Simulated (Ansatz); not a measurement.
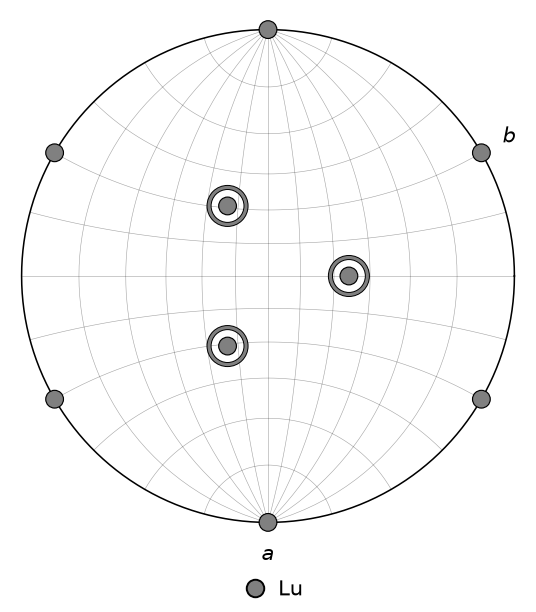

Directions from one lutetium atom at (1/3, 2/3, 1/4) to its bonded neighbours, in stereographic projection down c (filled: above the plane of the page or in it, open: below). Crystal: Lu, coordinates from a relaxation with Ansatz 0.2.0, DFT, RPBE, plane waves (420 eV) with PAW, scalar-relativistic. The drawing is computed from the coordinates (standard cell, symmetry found to 0.002 Å).

Neighbours are counted up to 3.88 Å for Lu.

```yaml
crystal:
  lattice:
    - [3.55614, 0.00000, 0.00000]
    - [-1.77807, 3.07971, 0.00000]
    - [0.00000, 0.00000, 5.57931]
  atoms:
    - { symbol: Lu, position: [0.33333, 0.66667, 0.25000] }
    - { symbol: Lu, position: [0.66667, 0.33333, 0.75000] }
```

> How many neighbours are there, and at what angles?

12: 6 Lu at 3.46 Å, 6 Lu at 3.56 Å. Angles between bonds: 59° (12×), 60° (6×), 62° (6×), 90° (12×), 107° (3×), 120° (6×), 121° (12×), 146° (6×), 180° (3×).

> What is the site's symmetry in the crystal?

Point group -6m2 (D3h), order 12: one −6 axis, three twofold axes, four mirror planes. In P6₃/mmc, No. 194 this is Wyckoff position 2c.
